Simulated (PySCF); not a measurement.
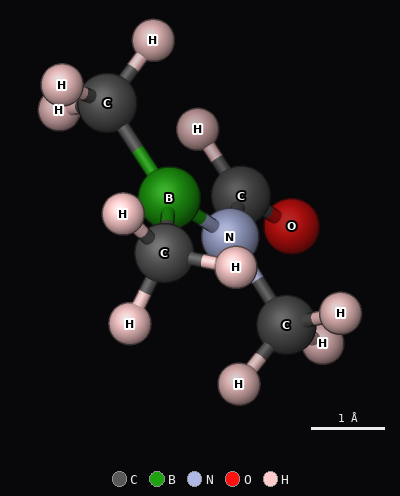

**Figure 1.** The input geometry (ball-and-stick view, seen at a tilt). Bond lengths as drawn: B–C 1.58 to 1.59 Å, B–N 1.43 Å, C–H 1.09 to 1.10 Å, C–N 1.37 to 1.46 Å and C–O 1.21 Å.

## C$_{4}$H$_{10}$BNO: NMR shielding calculation

C$_{4}$H$_{10}$BNO, SMILES CB(C)N(C)C=O, computed with GIAO CAM-B3LYP/pcseg-1 NMR shielding, non-relativistic, gas phase (PySCF 2.14.0).

The geometry comes from this level: GFN2-xTB. It belongs to a series of runs on one base structure; here: CAM-B3LYP/pcseg-1; damp 0.2; guess sap. Figures and captions count atoms from 1; the log counts them from 0 in places.

### The program's output
```
final grid: 131960 points
cycle   1  E = -301.5866195533  dE =  8.006e+00  |g| = 5.800e+00  |ddm| = 3.036e+01
cycle   2  E = -268.1700318938  dE =  3.342e+01  |g| = 1.007e+01  |ddm| = 3.135e+01
cycle   3  E = -309.6040615631  dE = -4.143e+01  |g| = 3.068e+00  |ddm| = 9.353e+00
cycle   4  E = -297.5399320818  dE =  1.206e+01  |g| = 4.838e+00  |ddm| = 1.689e+01
cycle   5  E = -312.6838906964  dE = -1.514e+01  |g| = 1.406e+00  |ddm| = 1.660e+01
cycle   6  E = -313.0548555528  dE = -3.710e-01  |g| = 5.441e-01  |ddm| = 1.359e+00
cycle   7  E = -313.1077037921  dE = -5.285e-02  |g| = 1.674e-01  |ddm| = 4.804e-01
cycle   8  E = -313.1143871322  dE = -6.683e-03  |g| = 5.475e-02  |ddm| = 1.439e-01
cycle   9  E = -313.1152714372  dE = -8.843e-04  |g| = 2.186e-02  |ddm| = 6.293e-02
cycle  10  E = -313.1154084824  dE = -1.370e-04  |g| = 4.230e-03  |ddm| = 2.507e-02
cycle  11  E = -313.1154132047  dE = -4.722e-06  |g| = 1.965e-03  |ddm| = 5.409e-03
cycle  12  E = -313.1154139359  dE = -7.312e-07  |g| = 1.526e-03  |ddm| = 2.355e-03
cycle  13  E = -313.1154144345  dE = -4.986e-07  |g| = 1.663e-04  |ddm| = 2.074e-03
cycle  14  E = -313.1154144451  dE = -1.051e-08  |g| = 6.960e-05  |ddm| = 3.305e-04
cycle  15  E = -313.1154144464  dE = -1.361e-09  |g| = 1.052e-05  |ddm| = 8.836e-05
cycle  16  E = -313.1154144465  dE = -3.865e-11  |g| = 5.837e-06  |ddm| = 2.345e-05
converged SCF energy = -313.1154144465

GIAO shielding tensors (ppm)
atom      isotropic    diamagn.    paramagn.     s11        s22        s33       span
  0 C      189.708     251.183     -61.475    183.571    189.202    196.352     12.781
  1 B       50.732     195.530    -144.798     -5.273     43.546    113.923    119.196
  2 C      185.169     251.908     -66.739    179.838    181.259    194.410     14.572
  3 N       97.402     327.136    -229.734    -14.303    100.990    205.520    219.823
  4 C      167.001     245.570     -78.570    145.656    166.102    189.245     43.589
  5 C       26.629     248.906    -222.276    -66.416     43.945    102.360    168.776
  6 O     -117.468     398.167    -515.635   -501.234   -216.057    364.887    866.121
  7 H       31.125      31.118       0.007     26.817     29.530     37.030     10.213
  8 H       30.960      31.222      -0.262     26.586     30.005     36.290      9.704
  9 H       31.123      31.310      -0.187     26.621     29.698     37.048     10.427
 10 H       30.932      31.556      -0.624     26.539     29.748     36.508      9.969
 11 H       31.173      31.599      -0.426     27.015     29.876     36.627      9.611
 12 H       31.115      32.025      -0.909     26.495     30.476     36.375      9.880
 13 H       29.470      30.634      -1.165     24.993     27.946     35.471     10.478
 14 H       27.090      30.205      -3.115     21.778     27.921     31.570      9.792
 15 H       29.552      30.917      -1.364     24.952     28.619     35.086     10.134
 16 H       23.207      30.548      -7.341     18.262     23.905     27.453      9.191
```

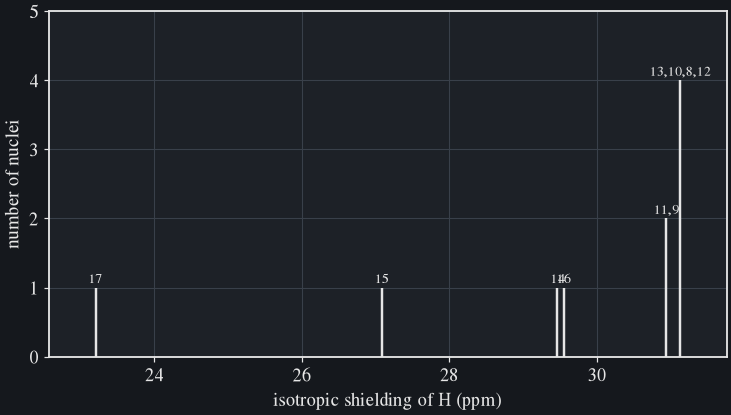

**Figure 2.** Isotropic shieldings of the hydrogen nuclei in this fixed geometry, labelled by atom number; shielding grows to the right, so chemical shift grows to the left. The least shielded is H17 (23.2 ppm), the most shielded H12 (31.2 ppm).

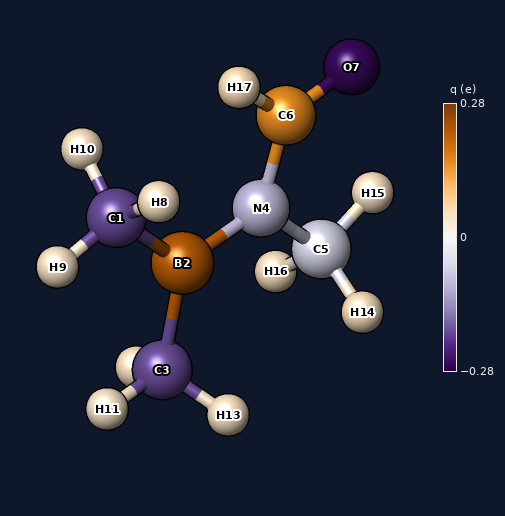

**Figure 3.** Hirshfeld charges, as the colour of each atom (ball-and-stick view, seen at a tilt; atoms are numbered from 1 in the order of the input). By element: C −0.20 to +0.16, B +0.22, N −0.10, O −0.26 and H +0.04 to +0.05 e.

This output came from the following input.

### Input file
```
{"job": {"kind": "nmr", "xc": "CAM-B3LYP", "basis": "pcseg-1", "pop": true, "scf": {"damp": 0.2, "guess": "sap"}}, "charge": 0, "multiplicity": 1}
C      1.597581     1.020867     0.770381
B      0.611260    -0.036978     0.121829
C      1.129537    -1.470219    -0.301793
N     -0.767968     0.269255    -0.082392
C     -1.682485    -0.705555    -0.662300
C     -1.333571     1.473756     0.236174
O     -2.492097     1.766848     0.078018
H      1.693093     1.912139     0.151595
H      2.599026     0.619802     0.903998
H      1.255614     1.357082     1.747903
H      2.208014    -1.572196    -0.219359
H      0.687606    -2.240279     0.330303
H      0.854489    -1.725912    -1.323426
H     -1.397416    -0.930563    -1.689872
H     -2.685922    -0.280976    -0.655254
H     -1.673209    -1.626289    -0.081223
H     -0.610553     2.181248     0.665507
```

The first line tells a small driver script what to run in PySCF; the rest is the geometry in Å.

Command:
```bash
OMP_NUM_THREADS=1 python <driver script> task.json out
```

### Summary

```json
{"quantity": "outcome", "value": "converged"}
{"quantity": "total energy", "value": "−313.115414 hartree"}
{"quantity": "HOMO", "value": "−9.13 eV"}
{"quantity": "LUMO", "value": "0.50 eV"}
{"quantity": "dipole moment", "value": "2.76 D"}
{"quantity": "isotropic shielding, C", "value": "26.6 to 189.7 ppm"}
{"quantity": "isotropic shielding, B", "value": "50.7 ppm"}
{"quantity": "isotropic shielding, N", "value": "97.4 ppm"}
{"quantity": "isotropic shielding, O", "value": "−117.5 ppm"}
{"quantity": "isotropic shielding, H", "value": "23.2 to 31.2 ppm"}
{"quantity": "hardware", "value": "1 CPU thread, shared host"}
{"quantity": "wall time", "value": "79 s"}
{"quantity": "peak memory", "value": "0.92 GiB"}
```

### Notes

Settings chosen away from the usual ones: CAM-B3LYP/pcseg-1; damp 0.2; guess sap.
